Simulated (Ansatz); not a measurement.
A series of calculations on Ti11PO24 and related structures

### Relaxation

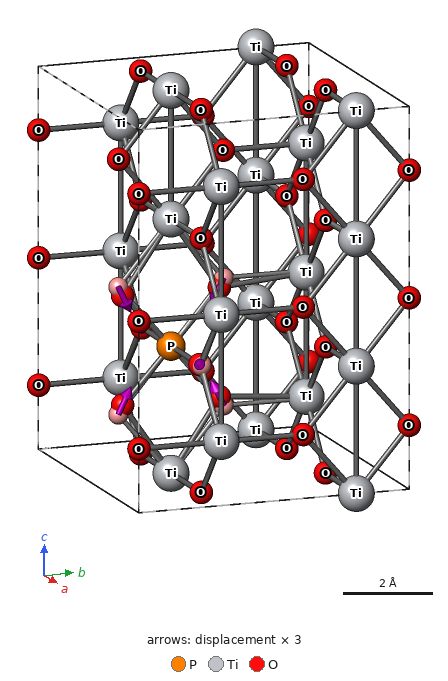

A relaxation of a defect cell of composition Ti₁₁PO₂₄ (cell charge +1). The starting structure is drawn faded, the final one solid; purple arrows show the displacements, 3 times their true length.

Style: ball-and-stick. Shown: the cell of the calculation (origin shifted), slightly off an axis.

The calculation used Ansatz 0.2.0, DFT, PBE, plane-wave PAW, default files, scalar-relativistic. Set-up: plane-wave cutoff 420 eV; k-point mesh 3 × 3 × 2; occupations fermi dirac; smearing width 0.01 eV; no spin polarisation; atoms relaxed in a fixed cell; force threshold 0.03 eV/Å; at most 40 steps.

Q: Which element moves most?

A: Oxygen: up to 0.24 Å, against 0.04 Å for titanium.

Q: What did the optimiser do to the structure, and how much energy did it gain?

A: The largest moves, 0.24 Å, are those of O atoms. Largest moves by element: O 0.24 Å, Ti 0.04 Å. P stays in place. The cell doesn't change. Among the contacts that change: O–P 1.947 → 1.720 Å, O–Ti 1.981 → 2.092 Å, O–P 1.981 → 1.876 Å, O–Ti 1.947 → 2.042 Å. Among the angles between lasting bonds that change: Ti–O–Ti 130.6° → 120.0°, P–O–Ti 130.6° → 137.2°, Ti–O–Ti 98.8° → 94.0°. Over 5 accepted moves (6 points after the start) the energy falls by 2.307 eV per cell of the calculation. The largest force component goes from 2.8 to 0.018 eV/Å. 1 step only repeated the SCF at the same geometry. The run took 5.8 min on 1 thread of Arm Neoverse V1, on a shared host, peak memory 0.98 GiB.

Limits of the set-up: the periodic images lie only 6.5 Å apart, so the values are limited by the cell's size; the cell is charged, on a uniform background, and energies carry no finite-size correction.

### Relaxation

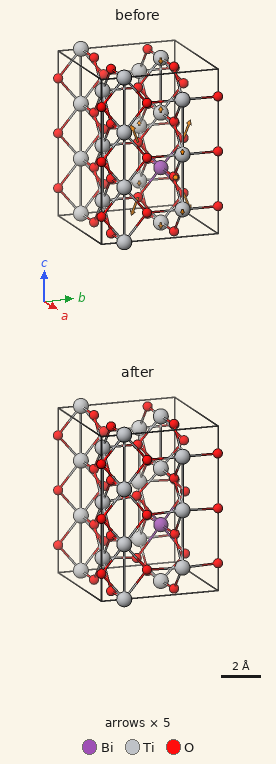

The structure of a defect cell of composition Ti₁₁BiO₂₄ before (top) and after (bottom) a relaxation, at one scale. The orange arrows give the displacements, 5 times their true length.

Style: ball-and-stick. Shown: the cell of the calculation (origin shifted), slightly off an axis.

These are results of DFT, PBE, plane-wave PAW, default files, scalar-relativistic in Ansatz, not measurements.

The input:
```yaml
crystal:
  lattice:
    - [4.5922, 4.5922, 0.0]
    - [-4.5922, 4.5922, 0.0]
    - [0.0, 0.0, 8.8722]
  atoms:
    - { symbol: Bi, position: [0.0, 0.0, 0.0], spin: 1.0 }
    - { symbol: Ti, position: [0.0, 0.0, 0.3333333333] }
    - { symbol: Ti, position: [0.0, 0.0, 0.6666666667] }
    - { symbol: Ti, position: [0.5, 0.5, 0.0] }
    - { symbol: Ti, position: [0.5, 0.5, 0.3333333333] }
    - { symbol: Ti, position: [0.5, 0.5, 0.6666666667] }
    - { symbol: Ti, position: [0.5, 0.0, 0.1666666667] }
    - { symbol: Ti, position: [0.5, 0.0, 0.5] }
    - { symbol: Ti, position: [0.5, 0.0, 0.8333333333] }
    - { symbol: Ti, position: [0.0, 0.5, 0.1666666667] }
    - { symbol: Ti, position: [0.0, 0.5, 0.5] }
    - { symbol: Ti, position: [0.0, 0.5, 0.8333333333] }
    - { symbol: O, position: [0.30496, 0.0, 0.0] }
    - { symbol: O, position: [0.30496, 0.0, 0.3333333333] }
    - { symbol: O, position: [0.30496, 0.0, 0.6666666667] }
    - { symbol: O, position: [0.80496, 0.5, 0.0] }
    - { symbol: O, position: [0.80496, 0.5, 0.3333333333] }
    - { symbol: O, position: [0.80496, 0.5, 0.6666666667] }
    - { symbol: O, position: [0.5, 0.30496, 0.1666666667] }
    - { symbol: O, position: [0.5, 0.30496, 0.5] }
    - { symbol: O, position: [0.5, 0.30496, 0.8333333333] }
    - { symbol: O, position: [0.0, 0.80496, 0.1666666667] }
    - { symbol: O, position: [0.0, 0.80496, 0.5] }
    - { symbol: O, position: [0.0, 0.80496, 0.8333333333] }
    - { symbol: O, position: [0.69504, 0.0, 0.0] }
    - { symbol: O, position: [0.69504, 0.0, 0.3333333333] }
    - { symbol: O, position: [0.69504, 0.0, 0.6666666667] }
    - { symbol: O, position: [0.19504, 0.5, 0.0] }
    - { symbol: O, position: [0.19504, 0.5, 0.3333333333] }
    - { symbol: O, position: [0.19504, 0.5, 0.6666666667] }
    - { symbol: O, position: [0.5, 0.69504, 0.1666666667] }
    - { symbol: O, position: [0.5, 0.69504, 0.5] }
    - { symbol: O, position: [0.5, 0.69504, 0.8333333333] }
    - { symbol: O, position: [0.0, 0.19504, 0.1666666667] }
    - { symbol: O, position: [0.0, 0.19504, 0.5] }
    - { symbol: O, position: [0.0, 0.19504, 0.8333333333] }
magnetization:
  spin_polarized: true
kpoints:
  mp_grid: { grid: [3, 3, 2] }
scf:
  occupations: { method: fermi_dirac, width: 0.01 }
hamiltonian:
  xc: pbe
  pseudopotentials: { kind: paw }
output:
  forces: true
  stress: true
  populations: true
  efg:
    quadrupole_moments_barn: { Bi: -0.516, Ti: 0.247, O: -0.02558 }
    contact_densities: true
relax:
  f_tol: 0.03
  max_steps: 40
```

Launched with:
```bash
ansatz run input.yaml --threads 4 --pin off --max-ram 8192MiB --backend cpu --events-out ev --progress --plain --runs-dir out
```

Summarise the run.

Answer. After 5 geometry steps the energy has fallen by 1.901 eV per cell of the calculation. The largest force component goes from 2.8 to 0.02 eV/Å. The largest moves, 0.21 Å, are those of O22, O24, O34 and O36. O24 goes along [0 −1 −2]. Largest moves by element: O 0.21 Å, Ti 0.08 Å. Bi stays in place. The cell doesn't change. Among the contacts that change: Bi1–O22 1.947 → 2.150 Å, Ti2–Ti3 2.957 → 2.801 Å, Ti7–Ti9 2.957 → 3.085 Å, Bi1–O13 1.981 → 2.084 Å. Bond angles that change, for instance: Ti2–O22–Ti10 130.6° → 140.0°, Ti7–O25–Ti9 98.8° → 105.9°, Bi1–O22–Ti10 130.6° → 123.5°.

Limits of the set-up: the periodic images lie only 6.5 Å apart, so the values are limited by the cell's size.

### Defect

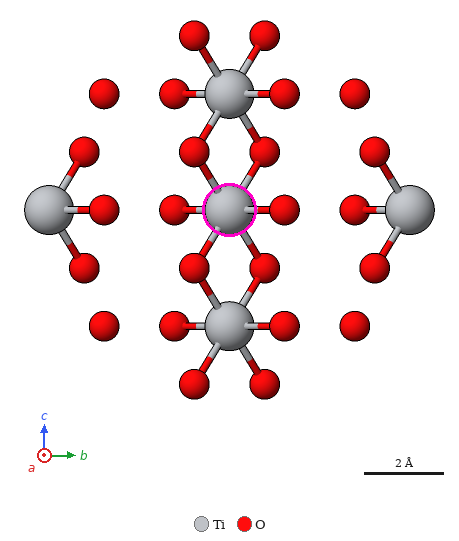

Perfect TiO2. The picture is a ball-and-stick view of the atoms within 5.3 Å of one point, in a slice 4.2 Å thick across the line of sight, seen along the a axis.

Theory: Ansatz, DFT, PBE, plane-wave PAW, default files, scalar-relativistic. (plane-wave cutoff 420 eV; k-point mesh 3 × 3 × 2; occupations fermi dirac; smearing width 0.01 eV; collinear spin) The axes drawn are those of the host's conventional cell.

A titanium atom is replaced by bismuth at the ringed place, in charge state 0. The supercell has 36 sites, and the atoms are relaxed at the host's cell.

### How do the neighbours respond?

In the host the Ti atom has 6 O at 1.95 to 1.98 Å; the Bi atom ends with 6 O at 2.08 to 2.15 Å. Of the host's atoms, an oxygen atom moves furthest from its site, by 0.21 Å. The cell's net moment is 0.32 μB. Relaxing the atoms from the host's sites lowers the energy by 1.90 eV.

The relaxed defect, seen from the same direction:

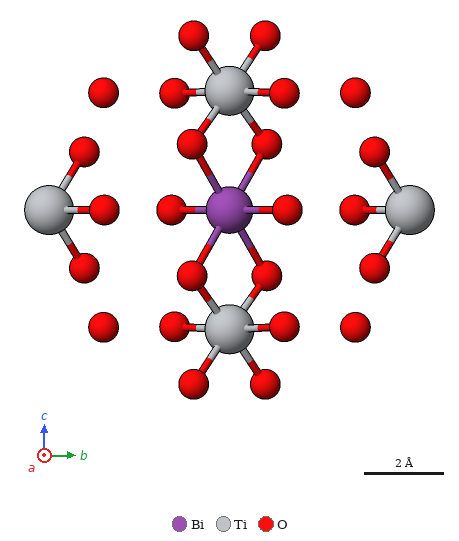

Limits of the set-up: the periodic images lie only 6.5 Å apart, so the values are limited by the cell's size.
